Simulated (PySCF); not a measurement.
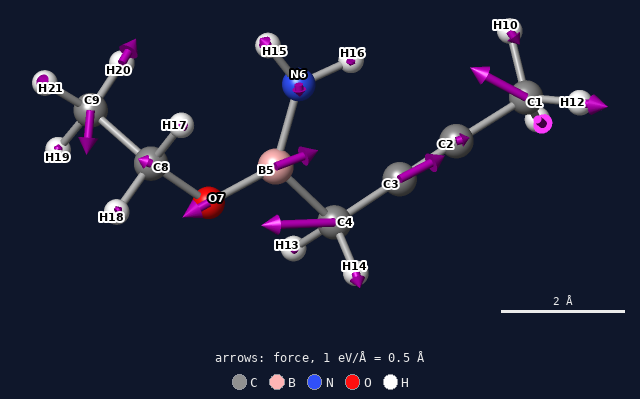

Starting geometry of C6H12BNO with the computed forces as purple arrows. The picture is a ball-and-stick view, seen at a tilt.

The start comes from GFN2-xTB. Its atoms were then displaced at random by about 0.01 Å.

The calculation used PBE0-D3(BJ)/def2-SVP geometry optimisation, gas phase in PySCF. 

Q: What follows when this structure is relaxed?

A: It isn't relaxed: the largest force vector, on a C atom, is 2.55 eV/Å. The final displacements have little in common with the starting forces (cosine between the two patterns 0.17). An H atom moves most after the best rigid fit: 0.20 Å. By element the largest moves are H 0.20 Å, C 0.07 Å, N 0.07 Å, B 0.03 Å, O 0.03 Å. Near-neighbour distances that change, for instance: C–C 1.400 → 1.453 Å, B–C 1.632 → 1.595 Å, C–H 1.071 → 1.101 Å, B–O 1.343 → 1.370 Å. Among the angles between lasting bonds that change: H–C–H 111.1° → 107.5°, C–C–H 108.2° → 111.7°, B–N–H 121.5° → 119.5°. The energy falls by 4.16 kcal/mol in 5 geometry steps. Cost: 2.8 min on 1 thread of Arm Neoverse N1, on a shared host.
